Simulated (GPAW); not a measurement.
# Surface energy and work function of Rh(110) from slabs of 4 to 12 layers (RPBE)

How do energy and work function of Rh(110) films settle with thickness, and what surface energy follows?

**Method.** GPAW 26.7.0, plane waves at 450 eV with PAW setups; symmetric 1×1 slabs cut at the tabulated lattice constant (two decimals; low-temperature values for the alkali metals), atoms at bulk places, 7.5 Å of vacuum on each side, one in-plane mesh for all thicknesses, Fermi-Dirac smearing of 0.1 eV. Energies are extrapolated to zero smearing and count from the program's reference atoms. Functional RPBE. The cell's area is 10.211 Å².

What came out, but for one run:

| layers | energy (eV) | work function (eV) |
| --- | --- | --- |
| 4 | −23.7894 | 4.48 |
| 5 | −30.5190 | 4.38 |
| 6 | −37.1797 | 4.41 |
| 7 | −43.8049 | 4.48 |
| 8 | −50.4724 | 4.41 |
| 9 | −57.0941 | 4.42 |
| 10 | −63.7207 | 4.47 |
| 11 | −70.3616 | 4.41 |
| 12 | ? | ? |

To predict: What surface energy do these runs give, and what energy and work function should the 12-layer slab have?

A: A slab of n layers has E(n) = nε + 2Aγ once its middle is bulk-like. A line through n = 6 to 11 has the slope ε = −6.6365 eV a layer and the intercept 2Aγ = 2.6383 eV (r.m.s. residual 9.6 meV). So γ = 2.6383 / (2 × 10.211 Å²) = 0.1292 eV/Å² = 2.07 J/m², with a standard error of about 0.02 J/m² from the scatter about the line. For 12 layers: 2.6383 + 12 × (−6.6365) = −77.000 eV; the run gives −76.988 eV, 12.5 meV over the line. The work function has no such law: from 6 to 11 layers it moves between 4.41 and 4.48 eV (mean 4.43), and the 12-layer slab gives 4.43 eV. The thinnest slab, 4 layers, lies +0.05 eV from that mean. The values go up and down with thickness, as expected where levels confined across the film cross the Fermi level one by one. The measured value for this face is 4.86 eV (“Anisotropic work function of elemental crystals” (2019, arxiv:1902.07811)); the unrelaxed 12-layer slab lies 0.43 eV under it.

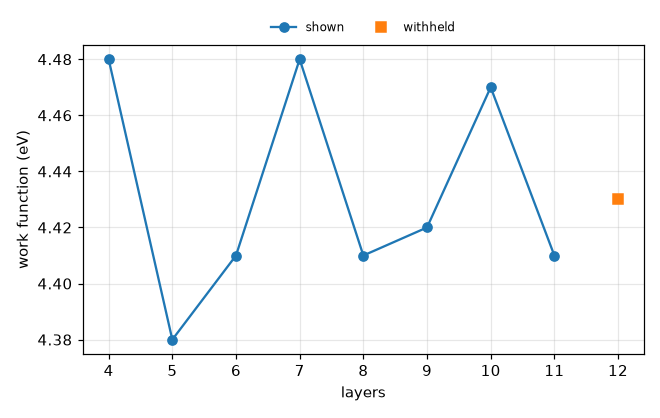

Work function against thickness.

Caveats: The surfaces are unrelaxed, so γ is an upper bound for this functional and lattice constant. The tabulated lattice constant isn't the functional's own, which strains the slab a little. The runs had no spin polarisation.
